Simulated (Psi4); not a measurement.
## Run report: Si2H6O, property calculation (part 2 of 2)

Continued. System: Si2H6O. Method: PBE/aug-cc-pVQZ, RKS (Psi4 1.11). The geometry comes from this level: PBE0-D4/def2-TZVP.

Output, continued
```
     301A      2.581296   302A      2.586320   303A      2.593825
     304A      2.614143   305A      2.615414   306A      2.617323
     307A      2.624462   308A      2.645860   309A      2.661578
     310A      2.744939   311A      2.770760   312A      2.778198
     313A      2.789559   314A      2.794494   315A      2.819772
     316A      2.830532   317A      2.846240   318A      2.868587
     319A      2.871130   320A      2.875077   321A      2.877386
     322A      2.882717   323A      2.895763   324A      2.905516
     325A      2.913584   326A      2.954843   327A      2.985325
     328A      3.027657   329A      3.028700   330A      3.088097
     331A      3.108033   332A      3.116681   333A      3.125539
     334A      3.153657   335A      3.158926   336A      3.169165
     337A      3.209307   338A      3.229448   339A      3.245332
     340A      3.247213   341A      3.284747   342A      3.294954
     343A      3.323124   344A      3.328418   345A      3.358519
     346A      3.405583   347A      3.424502   348A      3.466874
     349A      3.495765   350A      3.498325   351A      3.505962
     352A      3.519255   353A      3.584598   354A      3.598686
     355A      3.655849   356A      3.690232   357A      3.698865
     358A      3.714634   359A      3.722154   360A      3.724902
     361A      3.753282   362A      3.755317   363A      3.785199
     364A      3.790956   365A      3.817575   366A      3.823211
     367A      3.880633   368A      3.929101   369A      3.937518
     370A      3.958313   371A      3.962379   372A      3.974808
     373A      4.036203   374A      4.099822   375A      4.112704
     376A      4.121784   377A      4.290774   378A      4.307013
     379A      4.313470   380A      4.346262   381A      4.455028
     382A      4.520882   383A      4.543561   384A      4.562941
     385A      4.605766   386A      4.657024   387A      4.682922
     388A      4.689395   389A      4.843389   390A      4.893856
     391A      5.018593   392A      5.289490   393A      5.419118
     394A      5.554394   395A      5.783901   396A      6.317556
     397A      6.323413   398A      6.344105   399A      6.353755
     400A      6.356663   401A      6.367234   402A      6.389376
     403A      6.391476   404A      6.392376   405A      6.402043
     406A      6.413333   407A      6.422614   408A      6.511376
     409A      6.511681   410A      6.513937   411A      6.522859
     412A      6.541421   413A      6.545930   414A      6.559314
     415A      6.563808   416A      6.598229   417A      6.601150
     418A      6.602551   419A      6.616425   420A      6.633680
     421A      6.663826   422A      6.797270   423A      6.805842
     424A      6.810241   425A      6.814483   426A      6.831041
     427A      6.835722   428A      6.859530   429A      6.861042
     430A      6.870311   431A      6.880996   432A      6.914394
     433A      6.941681   434A      6.957132   435A      7.001397
     436A      7.021930   437A      7.058322   438A      7.547743
     439A      7.594967   440A      7.643611   441A      7.649168
     442A      7.894434   443A      7.939095   444A      8.006493
     445A      8.028416   446A      8.074370   447A      8.076267
     448A      8.131919   449A      8.139176   450A      8.148864
     451A      8.210351   452A      8.215901   453A      8.227224
     454A      8.232415   455A      8.241435   456A      8.267101
     457A      8.277195   458A      8.323466   459A      8.334030
     460A      8.355135   461A      8.356851   462A      8.371954
     463A      8.373073   464A      8.380376   465A      8.393140
     466A      8.407252   467A      8.428312   468A      8.485508
     469A      8.507148   470A      8.542946   471A      8.547348
     472A      8.607228   473A      8.683856   474A      8.950953
     475A      8.978188   476A      8.987342   477A      8.987907
     478A      8.993577   479A      8.994583   480A      9.029031
     481A      9.040146   482A      9.053487   483A      9.059372
     484A      9.099655   485A      9.142035   486A      9.225396
     487A      9.232196   488A      9.250100   489A      9.288821
     490A      9.487029   491A      9.517161   492A     10.137715
     493A     10.154308   494A     10.350730   495A     10.382631
     496A     10.424757   497A     10.514841   498A     10.520228
     499A     10.577455   500A     10.588509   501A     10.635094
     502A     10.652116   503A     10.707091   504A     10.883641
     505A     10.906763   506A     11.047406   507A     11.090421
     508A     11.425760   509A     11.439616   510A     11.465920
     511A     11.680365   512A     11.740846   513A     11.877003
     514A     11.898200   515A     11.935687   516A     12.379816
     517A     12.382045   518A     12.437443   519A     13.032615
     520A     13.096039   521A     13.272393   522A     15.503536
     523A     15.591032   524A     41.660489

    Final Occupation by Irrep:
              A
    DOCC [    21 ]
    NA   [    21 ]
    NB   [    21 ]

  @DF-RKS Final Energy:  -657.55257254931087

   => Energetics <=

    Nuclear Repulsion Energy =            159.4190289146621637
    One-Electron Energy =               -1226.9420514420594372
    Two-Electron Energy =                 462.2677240888676238
    DFT Exchange-Correlation Energy =     -52.2972741107814016
    Empirical Dispersion Energy =           0.0000000000000000
    VV10 Nonlocal Energy =                  0.0000000000000000
    Total Energy =                       -657.5525725493108666

Computation Completed

Properties will be evaluated at   0.000000,   0.000000,   0.000000 [a0]

Properties computed using the SCF density matrix

 Multipole Moments:

 ------------------------------------------------------------------------------------
     Multipole            Electronic (a.u.)      Nuclear  (a.u.)        Total (a.u.)
 ------------------------------------------------------------------------------------

 L = 1.  Multiply by 2.5417464519 to convert [e a0] to [Debye]
 Dipole X            :          0.9679920           -1.0486308           -0.0806389
 Dipole Y            :          0.2069405           -0.2239048           -0.0169642
 Dipole Z            :         -0.5582406            0.6050292            0.0467886
 Magnitude           :                                                    0.0947607

 ------------------------------------------------------------------------------------

	total time  =        152 seconds =       2.53 minutes

Properties will be evaluated at   0.000000,   0.000000,   0.000000 [a0]
OEProp: No title given, name of density matrix used for the following properties is 'SCF density'

 Multipole Moments:

 ------------------------------------------------------------------------------------
     Multipole            Electronic (a.u.)      Nuclear  (a.u.)        Total (a.u.)
 ------------------------------------------------------------------------------------

 L = 1.  Multiply by 2.5417464519 to convert [e a0] to [Debye]
 Dipole X            :          0.9679920           -1.0486308           -0.0806389
 Dipole Y            :          0.2069405           -0.2239048           -0.0169642
 Dipole Z            :         -0.5582406            0.6050292            0.0467886
 Magnitude           :                                                    0.0947607

 L = 2.  Multiply by 1.3450342976 to convert [e a0^2] to [Debye ang]
 Quadrupole XX       :       -121.9287275           95.1477406          -26.7809869
 Quadrupole XY       :         98.7846179          -99.1657111           -0.3810933
 Quadrupole XZ       :        -83.7505810           84.1255442            0.3749632
 Quadrupole YY       :       -188.0675858          161.6419563          -26.4256296
 Quadrupole YZ       :        121.0533644         -121.4770297           -0.4236653
 Quadrupole ZZ       :       -152.8638073          126.2724326          -26.5913747
 Traceless XX        :         32.3579794          -32.5396359           -0.1816565
 Traceless YY        :        -33.7808790           33.9545798            0.1737008
 Traceless ZZ        :          1.4228996           -1.4149439            0.0079557

 ------------------------------------------------------------------------------------
  Mulliken Charges: (a.u.)
   Center  Symbol    Alpha    Beta     Spin     Total
       1    SI     6.79923  6.79923  0.00000  0.40155
       2     O     4.11081  4.11081  0.00000 -0.22162
       3    SI     6.79922  6.79922  0.00000  0.40156
       4     H     0.55068  0.55068  0.00000 -0.10136
       5     H     0.54358  0.54358  0.00000 -0.08716
       6     H     0.55110  0.55110  0.00000 -0.10220
       7     H     0.54358  0.54358  0.00000 -0.08716
       8     H     0.55068  0.55068  0.00000 -0.10136
       9     H     0.55111  0.55111  0.00000 -0.10222

   Total alpha = 21.00000, Total beta = 21.00000, Total charge =  0.00000

  Lowdin Charges: (a.u.)
   Center  Symbol    Alpha    Beta     Spin     Total
       1    SI     6.66223  6.66223  0.00000  0.67554
       2     O     3.81840  3.81840  0.00000  0.36321
       3    SI     6.66224  6.66224  0.00000  0.67553
       4     H     0.64157  0.64157  0.00000 -0.28314
       5     H     0.64561  0.64561  0.00000 -0.29121
       6     H     0.64139  0.64139  0.00000 -0.28279
       7     H     0.64561  0.64561  0.00000 -0.29121
       8     H     0.64157  0.64157  0.00000 -0.28315
       9     H     0.64139  0.64139  0.00000 -0.28277

  Total alpha = 21.00000, Total beta = 21.00000, Total charge =  0.00000

    Psi4 run time: 0:02:32.02
```

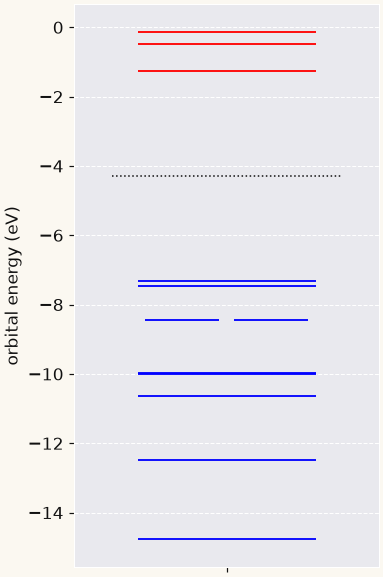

Orbital energies near the frontier; the dotted line parts filled from empty levels, and levels within 0.02 eV of each other stand side by side. Highest filled −7.33 eV, lowest empty −1.26 eV, 6.07 eV apart.

The run was set up as follows.

Input file (calc.in)
```
memory 1.6 GB

molecule {
  0 1
  Si    -0.710290     1.052660    -0.919520
  O      0.425550     0.090990    -0.245380
  Si     0.775570    -1.038810     0.881750
  H     -1.787270     0.226580    -1.525660
  H     -0.060640     1.872420    -1.970220
  H     -1.306170     1.942760     0.111330
  H      2.224270    -1.343130     0.800010
  H     -0.009310    -2.275600     0.628780
  H      0.448290    -0.527870     2.238910
  symmetry c1
}

set basis aug-cc-pVQZ
set puream true
set scf_type df
set dft_radial_points 99
set dft_spherical_points 590

e_tot, wfn = energy("pbe", return_wfn=True)
oeprop(wfn, "DIPOLE", "QUADRUPOLE", "MULLIKEN_CHARGES", "LOWDIN_CHARGES")
```

Command:
```bash
psi4 -i calc.in -o calc.out -n 1
```

Results in brief

- outcome: converged
- total energy: −657.552573 hartree
- basis functions: 524
- HOMO: −7.33 eV
- LUMO: −1.26 eV
- dipole moment: 0.24 D
- hardware: 1 thread of Intel Xeon (Sapphire Rapids), 16 GiB of memory available, shared host
- wall time: 2.6 min
- peak memory: 1.4 GiB
